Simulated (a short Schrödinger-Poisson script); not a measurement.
Structure: MOS inversion layer, SiO2 on p-type Si(100), at 150 K.

| layer | material | thickness (nm) | Na (cm⁻³) |
|---|---|---|---|
| 1 | SiO2 | 0.9 | - |
| 2 | Si | 190 | 4.9e18 |

Constants are typed, rounded textbook-type inputs, not results; the design itself was drawn at random and stands for no fabricated device. SiO2: permittivity 3.9, conduction-band edge (eV) 3.15, gap (eV) 9, electron mass (mₑ) 0.5. Si: permittivity 11.7, conduction-band edge (eV) 0, gap (eV) 1.124, Nv at 300 K (cm⁻³) 3.1e19.

Channel valleys (confinement mass, in-plane density-of-states mass, number): Δ2 0.916, 0.19, 2; Δ4 0.19, 0.417, 4. At the gate the conduction-band edge of layer 1 lies 3.72 eV − eVg above the Fermi level of the channel; the field vanishes at the back. Gaps are held at their typed values at every temperature. Mesh 0.03 nm at interfaces.

Solved with a short Schrödinger-Poisson script written for these runs: 1D Poisson equation in equilibrium, electrons quantum, Hartree (BenDaniel-Duke, 12 states a valley, the channel's in-plane mass for all, wave functions ending at the dielectric), parabolic valleys, classical holes, full ionisation, no traps, pinning or gate leakage.

Only gate voltages with over 1e8 electrons/cm² are shown.

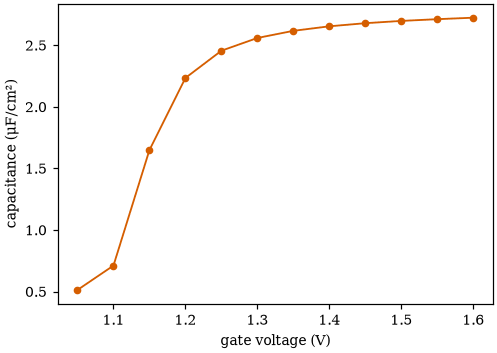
*Quasi-static capacitance against gate voltage*

```csv
Vg (V),electrons (cm⁻²),C (μF/cm²),Δ2 E0 (meV),Δ2 E1 (meV),Δ4 E0 (meV),Δ4 E1 (meV)
1.05,1.29e9,0.514,95.3,244.5,232.9,471.0
1.1,2.78e10,0.711,55.5,206.7,195.0,436.7
1.15,2.73e11,1.65,25.2,178.3,166.7,411.0
1.2,8.41e11,2.23,8.8,163.8,152.3,398.2
1.25,1.55e12,2.46,-1.5,155.3,144.1,391.0
1.3,2.31e12,2.56,-9.5,149.1,138.2,385.9
1.35,3.11e12,2.62,-16.4,144.1,133.4,381.9
1.4,3.92e12,2.65,-22.6,139.6,129.2,378.4
1.45,4.74e12,2.68,-28.5,135.4,125.3,375.1
1.5,5.57e12,2.70,-34.2,131.4,121.6,372.0
1.55,6.40e12,2.71,-39.7,127.5,118.1,369.0
1.6,7.24e12,2.72,-45.2,123.7,114.5,366.0
```

Subbands count from the Fermi level.
